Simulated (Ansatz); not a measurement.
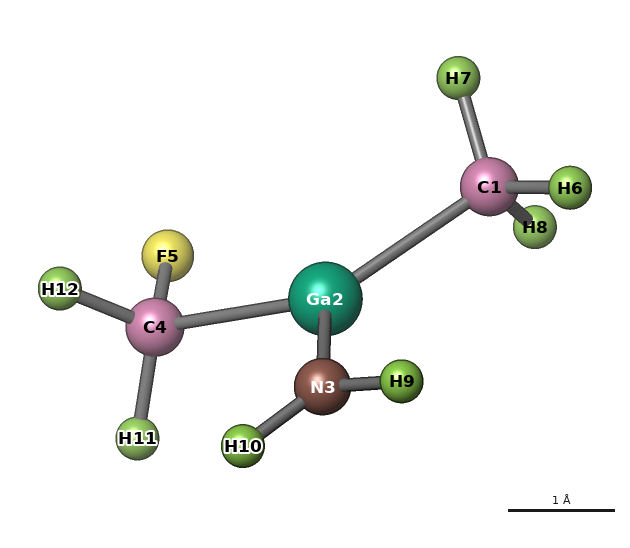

The atoms are numbered. The computed structure is the end point of a PBE0-D4/def2-TZVP optimisation. No frequency run is at hand to confirm it as a minimum.

Give the bond lengths.

```
  bond  length (Å)
C1–Ga2       1.958
 C1–H6       1.091
 C1–H7       1.092
 C1–H8       1.092
Ga2–N3       1.821
Ga2–C4       1.993
 N3–H9       1.006
N3–H10       1.006
 C4–F5       1.397
C4–H11       1.096
C4–H12       1.096
```
